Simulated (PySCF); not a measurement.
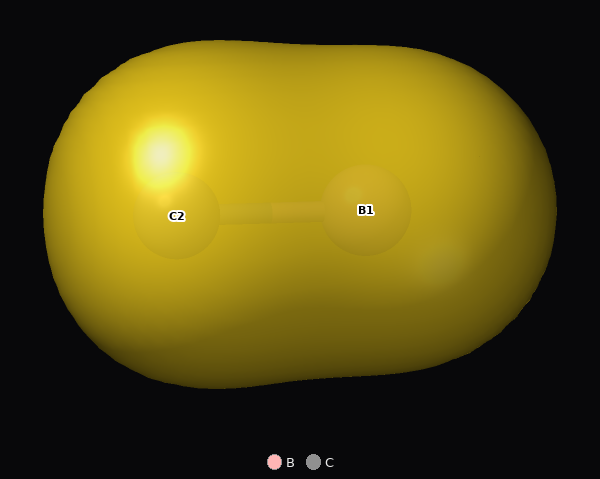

Figure. BC (quartet). Isosurfaces of the spin density (α minus β) at +0.04 (yellow) and −0.04 e/Å³ (cyan), seen from one side.

Theory: PBE0/aug-cc-pVDZ(-PP), non-relativistic Hamiltonian with scalar-relativistic core potentials where named, at a bond length of 1.493 Å in PySCF.

Question: Which atoms carry the spin?

Answer: The unpaired spin (3 electrons) lies mostly on C2 (about 1.5) and B1 (about 1.5), in electrons by Hirshfeld's partition. Only one sign reaches the isovalue.
